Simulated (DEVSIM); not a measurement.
System: double heterostructure, GaAs between p- and n-type Al0.2Ga0.8As, at 300 K.

| layer (left to right) | material | thickness (μm) | Nd (cm⁻³) | Na (cm⁻³) | τn (s) | τp (s) |
|---|---|---|---|---|---|---|
| 1 | Al0.2Ga0.8As | 0.650 | 2.4e17 | - | 1.1e-9 | 1.1e-9 |
| 2 | GaAs | 0.260 | - | 1e16 | 1.1e-9 | 1.1e-9 |
| 3 | Al0.2Ga0.8As | 0.650 | - | 1.5e17 | 1.1e-9 | 1.1e-9 |

Left contact: ohmic. Right contact: ohmic. Voltage is applied to the left contact. Recombination: SRH at mid-gap, radiative, Auger. Mobility is constant in doping.

Constants are typed, rounded textbook-type inputs, not results; the design itself was drawn at random and stands for no fabricated device. Values at 300 K.

```csv
parameter,Al0.2Ga0.8As,GaAs
gap (eV),1.6734,1.424
affinity (eV),3.912,4.07
permittivity,12.33,12.9
Nc (cm⁻³),6.04e17,4.7e17
Nv (cm⁻³),9e18,9e18
μn (cm²/Vs),4980,8500
μp (cm²/Vs),250,400
B (cm³/s),2e-10,2e-10
Cn (cm⁶/s),1e-30,1e-30
Cp (cm⁶/s),1e-30,1e-30
```

Simulated with DEVSIM: 1D drift-diffusion, Boltzmann statistics, complete ionisation; no tunnelling, impact ionisation, image-force lowering or self-heating. Band offsets follow the typed affinities; no thermionic-emission limit at abrupt steps, no polarisation charge.

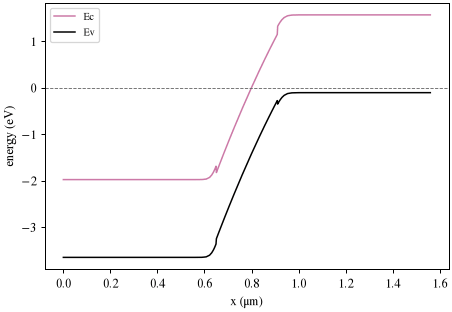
Fig. 1. Band edges at 2.0 V on the left contact

Energies count from the Fermi level of the right contact; mesh points crowd at the junctions.

| x (μm) | Ec (eV) | Ev (eV) | n (cm⁻³) | p (cm⁻³) | field (V/cm) |
|---|---|---|---|---|---|
| 0.000 | -1.976 | -3.650 | 2.4e17 | < 1e2 | ≈ 0 |
| 0.008992 | -1.976 | -3.650 | 2.4e17 | < 1e2 | ≈ 0 |
| 0.03301 | -1.976 | -3.650 | 2.4e17 | < 1e2 | ≈ 0 |
| 0.1029 | -1.976 | -3.650 | 2.4e17 | < 1e2 | ≈ 0 |
| 0.3957 | -1.976 | -3.650 | 2.4e17 | < 1e2 | ≈ 0 |
| 0.5600 | -1.976 | -3.650 | 2.4e17 | < 1e2 | 58 |
| 0.6215 | -1.930 | -3.603 | 4.0e16 | < 1e2 | 42000 |
| 0.6464 | -1.722 | -3.396 | 1.3e13 | < 1e2 | 130000 |
| 0.6530 | -1.792 | -3.216 | 1.5e14 | < 1e2 | 130000 |
| 0.6664 | -1.616 | -3.040 | 1.7e11 | < 1e2 | 130000 |
| 0.7043 | -1.130 | -2.554 | 1200 | < 1e2 | 130000 |
| 0.8340 | 0.378 | -1.046 | < 1e2 | 380 | 110000 |
| 0.8847 | 0.903 | -0.521 | < 1e2 | 1.6e10 | 100000 |
| 0.9041 | 1.095 | -0.329 | < 1e2 | 2.7e13 | 97000 |
| 0.9137 | 1.346 | -0.327 | < 1e2 | 2.9e13 | 93000 |
| 0.9295 | 1.465 | -0.208 | < 1e2 | 2.9e15 | 58000 |
| 0.9717 | 1.564 | -0.110 | < 1e2 | 1.3e17 | 3500 |
| 1.094 | 1.568 | -0.106 | < 1e2 | 1.5e17 | ≈ 0 |
| 1.417 | 1.568 | -0.106 | < 1e2 | 1.5e17 | ≈ 0 |
| 1.511 | 1.568 | -0.106 | < 1e2 | 1.5e17 | ≈ 0 |
| 1.546 | 1.568 | -0.106 | < 1e2 | 1.5e17 | ≈ 0 |
| 1.560 | 1.568 | -0.106 | < 1e2 | 1.5e17 | ≈ 0 |
